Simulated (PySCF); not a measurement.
# C5H6 (1,2,4-pentatriene): the cost of one run

Programs: PySCF 2.14.0, with routines of our own; each step states its level. All values are computed. Atoms count from 0.

### 1 The starting structure

11 atoms, charge 0, multiplicity 1; geometry from: GFN2-xTB.

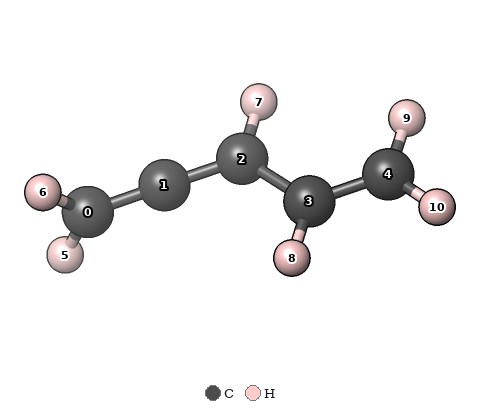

The starting geometry (carbon dark grey, hydrogen pink).

### 2 Optimising the geometry at PBE0-D3(BJ)/def2-TZVP

What the job is given:

```
{"job": {"xc": "PBE0", "basis": "def2-TZVP", "d3": "d3bj", "grid": 2, "kind": "geom"}, "charge": 0, "multiplicity": 1}
C      1.959030     1.445904     0.768011
C      0.931431     0.670037     0.659539
C     -0.107012    -0.111894     0.534826
C     -0.686572    -0.480595    -0.741634
C     -1.742570    -1.276763    -0.863051
H      2.966290     1.058858     0.779297
H      1.857813     2.516416     0.859568
H     -0.579815    -0.519709     1.420091
H     -0.204332    -0.066599    -1.617268
H     -2.235147    -1.698079    -0.001661
H     -2.153693    -1.534908    -1.823681
```

Run with:

```
$ OMP_NUM_THREADS=1 python excited_run.py task.json out
```

This one command runs all jobs of the session in turn.

Q: Estimate the wall time and peak memory of this first job on 1 thread of Arm Neoverse V2, shared host.

About 22 s, with a peak of 0.79 GiB.
